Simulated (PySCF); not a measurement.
SMILES C=CCC(C)(C)C (C7H14) at its GFN2-xTB optimised geometry (Å):

```
21

C      1.8945    -1.7026     1.0174
C      1.1504    -1.3108     0.0000
C     -0.3444    -1.3108     0.0000
C     -0.9702     0.1013     0.0000
C     -0.5547     0.8482     1.2681
C     -2.4939    -0.0465    -0.0260
C     -0.5237     0.8924    -1.2311
H      1.4565    -2.0555     1.9371
H      2.9710    -1.6926     0.9779
H      1.6219    -0.9683    -0.9115
H     -0.7035    -1.8485     0.8802
H     -0.6957    -1.8424    -0.8891
H     -0.9823     1.8485     1.2767
H      0.5282     0.9341     1.3231
H     -0.9006     0.3198     2.1539
H     -2.9710     0.9307     0.0082
H     -2.8395    -0.6248     0.8283
H     -2.8159    -0.5518    -0.9342
H      0.5408     1.1084    -1.1894
H     -1.0578     1.8390    -1.2816
H     -0.7306     0.3354    -2.1428
```

Method: PBE0/def2-SVP in PySCF 2.14.0. Cells within 0.4 Å of a nucleus heavier than hydrogen are left out (blank, or x).

Map of the electron localisation function on the plane z = 0.0 Å:

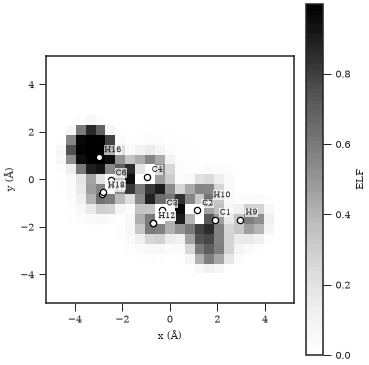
*Electron localisation function on the plane z = 0.0 Å.*
